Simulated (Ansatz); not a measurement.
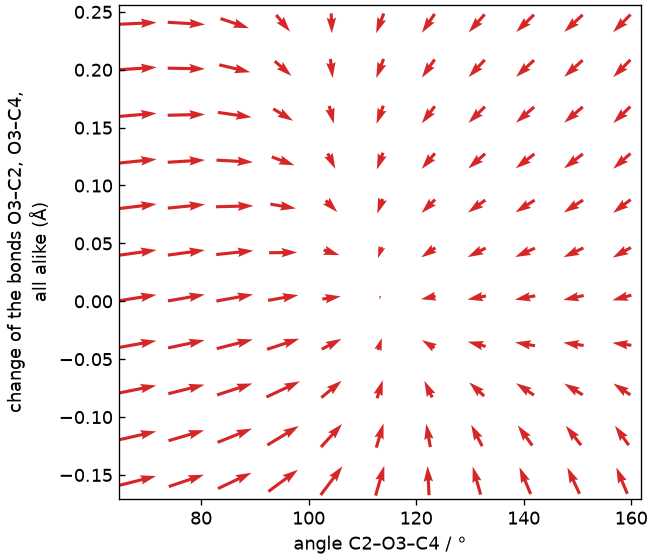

C₂H₇BO₂, SMILES BCOCO. The first coordinate is: angle C2–O3–C4; the second: change of the bonds O3–C2, O3–C4, all alike. Nothing is relaxed (all other coordinates rigid). Grid: 11 × 11 points. Points are written as (first, second). These are results of Ansatz 0.2.0, RKS PBE-D4/def2-SVP, not measurements.

Drawn: arrows along the force (downhill), their lengths compressed.

The arrows alone are given. Where is the energy lowest?

The arrows converge at about (113°, 0.000 Å) (read from the interpolated surface).

The energy map of the same scan:

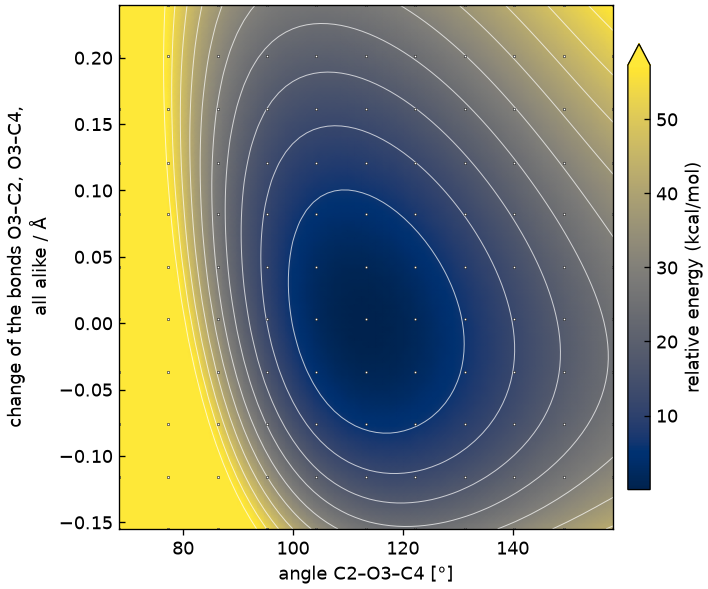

Energies are in kcal/mol, from the lowest grid point; between grid points the surface is interpolated.
